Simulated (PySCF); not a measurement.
Consider C5H11NOSi.

```yaml
atoms:
  - { symbol: C, position_ang: [-1.4251, 1.7350, 1.0577] }
  - { symbol: C, position_ang: [-1.8206, 0.9146, 0.1030] }
  - { symbol: C, position_ang: [-0.9529, -0.0936, -0.5997] }
  - { symbol: C, position_ang: [-1.6537, -1.4536, -0.6750] }
  - { symbol: N, position_ang: [0.3445, -0.2333, 0.0295] }
  - { symbol: C, position_ang: [1.5102, 0.0791, -0.5754] }
  - { symbol: O, position_ang: [1.5577, 0.4926, -1.7223] }
  - { symbol: Si, position_ang: [3.1298, -0.1715, 0.4212] }
  - { symbol: H, position_ang: [-2.0997, 2.4388, 1.5133] }
  - { symbol: H, position_ang: [-0.4076, 1.7544, 1.4128] }
  - { symbol: H, position_ang: [-2.8454, 0.9296, -0.2426] }
  - { symbol: H, position_ang: [-0.7460, 0.2640, -1.6175] }
  - { symbol: H, position_ang: [-2.5928, -1.3629, -1.2139] }
  - { symbol: H, position_ang: [-1.0227, -2.1714, -1.1940] }
  - { symbol: H, position_ang: [-1.8615, -1.8272, 0.3265] }
  - { symbol: H, position_ang: [0.3529, -0.5682, 0.9798] }
  - { symbol: H, position_ang: [3.8395, -1.3131, -0.1500] }
  - { symbol: H, position_ang: [2.7623, -0.4531, 1.8159] }
  - { symbol: H, position_ang: [3.9212, 1.0490, 0.3232] }
```

Geometry: GFN2-xTB.

Theory: PBE0/pcSseg-1, SCF density, gas phase, non-relativistic (PySCF).

**Predict the electron density and electron localisation function between the atoms.**

C–O (1.22 Å): the density is about 3.2 e/Å³ at the midpoint; the ELF peaks at about 0.85 between the atoms; a short, multiple covalent bond.
C–N (1.35 Å): the density is about 2.4 e/Å³ at the midpoint; the ELF peaks at about 0.90 between the atoms; localised, covalent bonding.
C–Si (1.92 Å): ρ at the midpoint is about 0.92 e/Å³; the ELF peaks at about 1 between the atoms, as expected for localised, covalent bonding.
N–H (1.01 Å): ρ at the midpoint is about 2.9 e/Å³; the ELF climbs to about 1 towards the hydrogen, as it does in any bond to H (a covalent bond by its length).

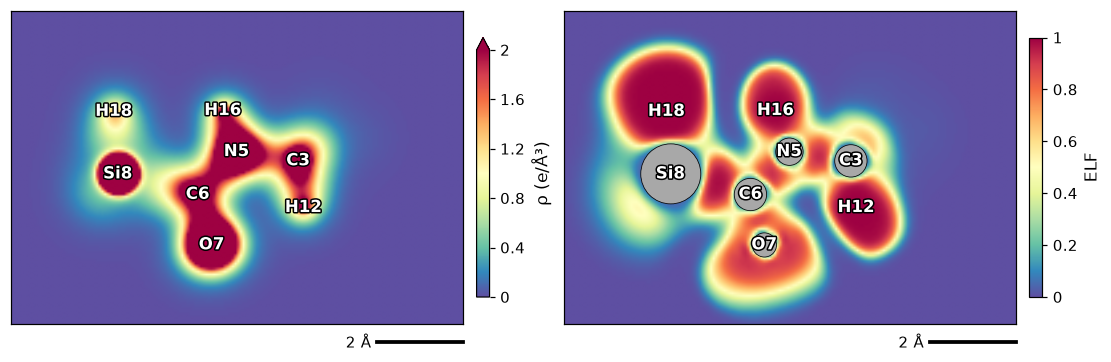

Computed electron density and electron localisation function on the plane of atoms N5, C3 and H12, in this order. Grey discs cover the atomic cores in the ELF map. 
